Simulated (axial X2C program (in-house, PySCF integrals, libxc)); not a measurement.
# IMo in the non-relativistic limit (speed of light times 100): from the state search to constants

What are the state, bond length, wavenumber and bond energy of IMo?

Computed with an in-house X2C program for linear molecules on PySCF integrals. Level: all-electron X2C, I dyall-v2z, Mo dyall-v2z.

All values are calculated.

### 1 Set-up

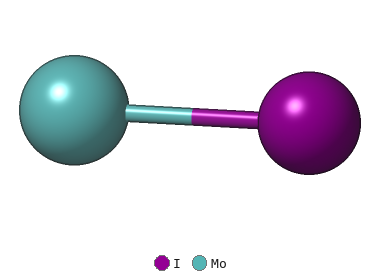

The two atoms at 2.710 Å (iodine purple, molybdenum teal).

task.json reads:

```json
{"zs": [53, 42], "q": 0, "bas": ["dyall-v2z", "dyall-v2z"], "levels": ["PBE0", "HF", "B3LYP", "B97-3"], "cc": false, "r0": 2.71, "npts": 10, "nst": 2, "ntry": 6, "opt": {"cfac": 100}}
```

Keys: zs atomic numbers; q charge; bas basis sets; levels methods (HF also brings MP2); cc coupled cluster on or off; r0 starting distance in Å; npts points asked for on the curve; nst determinants followed; ntry starts of the search; cfac factor on the speed of light (100 gives the non-relativistic limit).

Started as:

```
$ python so2c.py task.json out
```

The Hamiltonian is the X2C one with the speed of light multiplied by 100, which is the non-relativistic limit. Basis: I dyall-v2z contracted to [8s7p6d], Mo dyall-v2z contracted to [9s8p6d2f]; Gaussian nuclei, density fitting. Masses: I 126.904 u, Mo 97.905 u.

Notation: σ, π±, δ± give the projection m of an orbital's angular momentum (0, ±1, ±2), α and β its spin, Λ and M_S the sums; ω is the projection of a spinor's total angular momentum and Ω the sum. Logs are in hartree.

The results follow Hamiltonian by Hamiltonian and level by level.

### 2 Which state to follow

Determinants are compared with PBE0 at 2.710 Å.

Spin-free determinants:

```json
{"ΔE (eV)": "0.00", "state": "M_S = 5/2, Λ = 0", "open shells": "beyond closed shells: σα, π+α, π-α, δ+α, δ-α"}
{"ΔE (eV)": "1.59", "state": "M_S = 3/2, Λ = 0", "open shells": "beyond closed shells: σβ, π+α, π-α, δ+α, δ-α"}
{"ΔE (eV)": "1.81", "state": "M_S = 5/2, Λ = 1", "open shells": "beyond closed shells: 2 × σα, π+α, δ+α, δ-α"}
{"ΔE (eV)": "2.12", "state": "M_S = 3/2, Λ = 1", "open shells": "beyond closed shells: π+α, δ+α, δ-α"}
{"ΔE (eV)": "2.20", "state": "M_S = 3/2, Λ = 1", "open shells": "beyond closed shells: π+α, π+β, π-α, δ+α, δ-α"}
{"ΔE (eV)": "2.62", "state": "M_S = 5/2, Λ = 2", "open shells": "beyond closed shells: 2 × σα, π+α, π-α, δ+α"}
{"ΔE (eV)": "2.73", "state": "M_S = 3/2, Λ = 3", "open shells": "beyond closed shells: σα, π+α, π+β, π-α, δ+α"}
```

### 3 PBE0, non-rel.

State followed: M_S = 5/2, Λ = 0 (beyond closed shells: σα, π+α, π-α, δ+α, δ-α). The scan is laid around 2.704 Å, a first estimate of the minimum, and this SCF restarts from the orbitals of the search.

The SCF at the reference distance of 2.704 Å:

```text
spin-free X2C-1e  PBE0
basis functions 136  fitting functions 959  grid points 5804
iter        total energy     max residual
   1     -10897.455068511     9.58e-02
   2     -10897.457135709     4.57e-04
   3     -10897.457134904     3.90e-04
   4     -10897.457138127     4.27e-05
   5     -10897.457138168     2.21e-05
   6     -10897.457138180     4.60e-06
   7     -10897.457138182     1.91e-06
converged
one-electron -15880.50622672  Coulomb 4845.21140859  exact exchange -73.44704291  xc functional -224.34710832  nuclear repulsion 435.63183118
```

Along the bond, energies from the lowest point:

```csv
R (Å),E (eV),μ (D),HOMO (eV),LUMO (eV),iterations
2.353,0.7579,3.96,-5.72,-2.22,11
2.461,0.2997,4.45,-5.85,-2.41,10
2.542,0.1122,4.82,-5.94,-2.54,11
2.623,0.0208,5.20,-6.01,-2.67,11
2.704,0.0000,5.58,-6.07,-2.79,7
2.799,0.0394,6.01,-6.12,-2.93,10
2.893,0.1265,6.44,-6.15,-3.06,10
3.015,0.2826,6.98,-6.15,-3.22,10
3.164,0.5103,7.59,-6.11,-3.40,10
3.380,0.8640,8.39,-6.00,-3.64,10
```

Dipoles are positive if Mo is the positive end.

Outer orbitals at the reference distance:

```json
{"symmetry": "σβ", "occupied": "yes", "ε (eV)": "-16.54", "atomic character": "78% I s, 9% Mo p, 6% Mo d"}
{"symmetry": "σα", "occupied": "yes", "ε (eV)": "-16.54", "atomic character": "77% I s, 9% Mo p, 7% Mo d"}
{"symmetry": "σα", "occupied": "yes", "ε (eV)": "-8.39", "atomic character": "57% I p, 33% Mo d, 4% Mo s"}
{"symmetry": "σβ", "occupied": "yes", "ε (eV)": "-7.88", "atomic character": "78% I p, 9% Mo d, 6% Mo s"}
{"symmetry": "π-α", "occupied": "yes", "ε (eV)": "-7.74", "atomic character": "59% Mo d, 39% I p"}
{"symmetry": "π+α", "occupied": "yes", "ε (eV)": "-7.74", "atomic character": "59% Mo d, 39% I p"}
{"symmetry": "δ+α", "occupied": "yes", "ε (eV)": "-6.92", "atomic character": "100% Mo d"}
{"symmetry": "δ-α", "occupied": "yes", "ε (eV)": "-6.92", "atomic character": "100% Mo d"}
{"symmetry": "π-β", "occupied": "yes", "ε (eV)": "-6.91", "atomic character": "86% I p, 7% Mo d, 4% Mo p"}
{"symmetry": "π+β", "occupied": "yes", "ε (eV)": "-6.91", "atomic character": "86% I p, 7% Mo d, 4% Mo p"}
{"symmetry": "σα", "occupied": "yes", "ε (eV)": "-6.16", "atomic character": "50% Mo d, 34% Mo s, 15% I p"}
{"symmetry": "π-α", "occupied": "yes", "ε (eV)": "-6.07", "atomic character": "50% I p, 42% Mo d, 5% Mo p"}
{"symmetry": "π+α", "occupied": "yes", "ε (eV)": "-6.07", "atomic character": "50% I p, 42% Mo d, 5% Mo p"}
{"symmetry": "σα", "occupied": "no", "ε (eV)": "-2.79", "atomic character": "45% Mo s, 33% Mo p, 11% I p"}
{"symmetry": "σβ", "occupied": "no", "ε (eV)": "-1.60", "atomic character": "77% Mo s, 13% Mo d, 9% Mo p"}
{"symmetry": "σβ", "occupied": "no", "ε (eV)": "-0.96", "atomic character": "61% Mo d, 29% Mo p, 6% I p"}
{"symmetry": "π-β", "occupied": "no", "ε (eV)": "-0.89", "atomic character": "91% Mo d, 4% I p, 3% Mo p"}
```

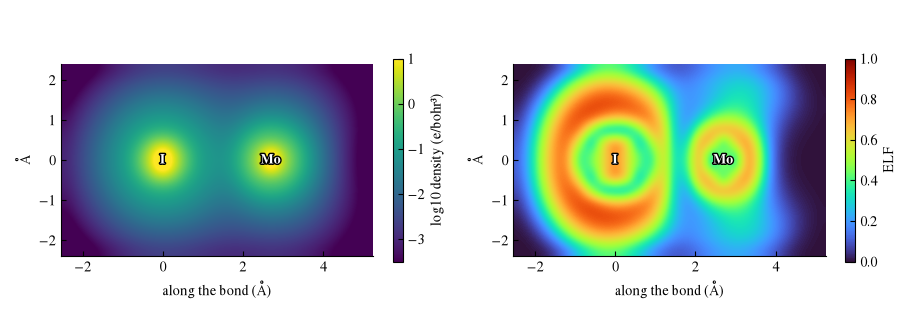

PBE0 fields in a plane through the axis, from a grid of 0.3 Å; I lies at z = 0 and Mo at z = 2.704 Å; the ELF is damped to zero where the density is low.

Re = 2.692 Å, ωe = 199.9 cm⁻¹, ωexe = 0.481 cm⁻¹, Be = 0.04208 cm⁻¹, De = 2.91 eV, μ = 5.52 D.

### 4 HF, non-rel.

Output at 2.704 Å:

```text
spin-free X2C-1e  HF
basis functions 136  fitting functions 959  grid points 5804
iter        total energy     max residual
   1     -10893.451158582     2.79e-01
   2     -10893.480855833     5.77e-03
   3     -10893.482519505     2.36e-03
   4     -10893.482818657     1.22e-03
   5     -10893.482934915     9.34e-04
   6     -10893.483004042     7.89e-04
   7     -10893.483046931     5.74e-04
   8     -10893.483079900     2.39e-04
   9     -10893.483085411     6.75e-05
  10     -10893.483086098     1.58e-05
  11     -10893.483086137     4.66e-06
  12     -10893.483086142     1.63e-06
  13     -10893.483086142     4.66e-07
converged
one-electron -15880.19147932  Coulomb 4845.02175837  exact exchange -293.94519636  xc functional 0.00000000  nuclear repulsion 435.63183118
```

Re = 2.847 Å, ωe = 170.5 cm⁻¹, ωexe = 0.357 cm⁻¹, Be = 0.03764 cm⁻¹, De = 1.90 eV, μ = 7.86 D.

### 5 B3LYP, non-rel.

Output at 2.704 Å:

```text
spin-free X2C-1e  B3LYP
basis functions 136  fitting functions 959  grid points 5804
iter        total energy     max residual
   1     -10898.234395902     3.19e-02
   2     -10898.236416672     1.48e-03
   3     -10898.236447242     1.11e-03
   4     -10898.236488906     2.43e-04
   5     -10898.236491253     1.19e-04
   6     -10898.236492089     9.73e-05
   7     -10898.236492439     2.27e-05
   8     -10898.236492510     7.54e-06
   9     -10898.236492518     2.77e-06
  10     -10898.236492518     1.30e-06
converged
one-electron -15880.16803623  Coulomb 4844.84589853  exact exchange -58.74896912  xc functional -239.79721688  nuclear repulsion 435.63183118
```

Re = 2.707 Å, ωe = 196.5 cm⁻¹, ωexe = 0.483 cm⁻¹, Be = 0.04163 cm⁻¹, De = 2.83 eV, μ = 5.14 D.

### 6 B97-3, non-rel.

Output at 2.704 Å:

```text
spin-free X2C-1e  B97-3
basis functions 136  fitting functions 959  grid points 5804
iter        total energy     max residual
   1     -10897.493586568     1.85e-02
   2     -10897.495031830     2.47e-03
   3     -10897.495503950     1.74e-03
   4     -10897.495741493     6.58e-04
   5     -10897.495814280     4.10e-04
   6     -10897.495829320     9.98e-05
   7     -10897.495829711     1.13e-04
   8     -10897.495831317     2.88e-05
   9     -10897.495831376     1.49e-05
  10     -10897.495831399     6.55e-06
  11     -10897.495831404     3.42e-06
  12     -10897.495831406     1.48e-06
converged
one-electron -15880.68412567  Coulomb 4845.40213035  exact exchange -79.11566669  xc functional -218.73000058  nuclear repulsion 435.63183118
```

Re = 2.716 Å, ωe = 193.2 cm⁻¹, ωexe = 0.467 cm⁻¹, Be = 0.04135 cm⁻¹, De = 3.03 eV, μ = 5.41 D.

### 7 Correlated methods, non-rel.

Correlated methods: 21 electrons correlated (frozen shells, counted by type: I 4 s, 3 p, 2 d; Mo 3 s, 2 p, 1 d), 141 virtual spinors in MP2.

MP2: Re = 2.706 Å, ωe = 199.7 cm⁻¹, Be = 0.04165 cm⁻¹, De = 2.62 eV.

### 8 A higher determinant, non-rel.

State: M_S = 3/2, Λ = 0 (beyond closed shells: σβ, π+α, π-α, δ+α, δ-α).

Output at the reference distance:

```text
spin-free X2C-1e  PBE0
basis functions 136  fitting functions 959  grid points 5804
iter        total energy     max residual
   1     -10897.396801468     9.47e-02
   2     -10897.398864272     4.46e-04
   3     -10897.398860460     5.71e-04
   4     -10897.398867857     4.18e-05
   5     -10897.398867915     2.35e-05
   6     -10897.398867941     9.81e-06
   7     -10897.398867949     5.67e-06
   8     -10897.398867957     2.64e-06
   9     -10897.398867960     1.01e-06
  10     -10897.398867960     3.21e-07
converged
one-electron -15880.13168827  Coulomb 4844.82299272  exact exchange -73.42371804  xc functional -224.29828556  nuclear repulsion 435.63183118
```

```csv
R (Å),E above the lowest PBE0 point (eV)
2.353,2.234
2.461,1.814
2.542,1.652
2.623,1.585
2.704,1.586
2.799,1.646
2.893,1.751
3.015,1.923
3.164,2.163
```

Re = 2.661 Å, ωe = 207.4 cm⁻¹, ωexe = 0.555 cm⁻¹, Be = 0.04306 cm⁻¹, μ = 5.29 D. ⟨S²⟩ = 4.76 against 3.75 for a pure state, so this determinant mixes spins. Te = 1.58 eV.

### 9 The non-rel. curves together

Energy (eV) of the followed determinant, non-rel., from each level's lowest point:

```csv
R (Å),PBE0,HF,MP2,B3LYP,B97-3
2.353,0.758,1.383,0.825,0.815,0.835
2.461,0.300,0.719,0.340,0.335,0.351
2.542,0.112,0.398,0.136,0.134,0.145
2.623,0.021,0.189,0.031,0.031,0.037
2.704,0.000,0.066,0.000,0.000,0.000
2.799,0.039,0.001,0.031,0.029,0.023
2.893,0.126,0.000,0.113,0.107,0.095
3.015,0.283,0.063,0.269,0.254,0.234
3.164,0.510,0.203,0.506,0.471,0.444
3.380,0.864,0.472,0.888,0.813,0.779
```

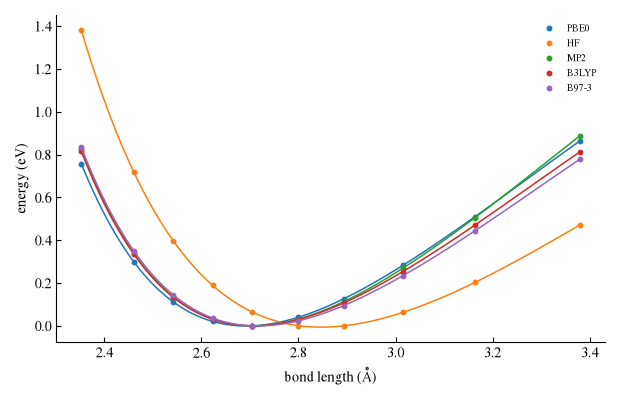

Curves of the followed state, non-rel., each from its own lowest point.

Time for the job: 67 s (1 thread, shared host).

### 10 Constants

Lowest determinant that the search found at its distance, non-rel.: M_S = 5/2, Λ = 0 (beyond closed shells: σα, π+α, π-α, δ+α, δ-α).

```tsv
Hamiltonian	level	Re (Å)	ωe (cm⁻¹)	De (eV)	μ (D)
non-rel.	PBE0	2.692	199.9	2.91	5.52
non-rel.	HF	2.847	170.5	1.90	7.86
non-rel.	MP2	2.706	199.7	2.62	n/a
non-rel.	B3LYP	2.707	196.5	2.83	5.14
non-rel.	B97-3	2.716	193.2	3.03	5.41
```

Dipoles are positive if Mo is the positive end.

Time per point (s) on 1 thread, shared host (non-rel. runs); the times are rough: PBE0 0.57, HF 0.41, MP2 0.56, B3LYP 0.63, B97-3 0.66.

In words: Bond lengths run from 2.692 Å (non-rel. PBE0) to 2.847 Å (non-rel. HF).

De refers to I + Mo, each in the lowest determinant found, which need not be this curve's own limit. Each curve is one determinant whose occupation by symmetry is held fixed; it was picked as the lowest of a PBE0 search that is not exhaustive. Dissociation energies refer to the lowest single-determinant-based atoms at the same level and basis. With several unpaired electrons one determinant need not be a pure state. These are model numbers, with the speed of light changed.
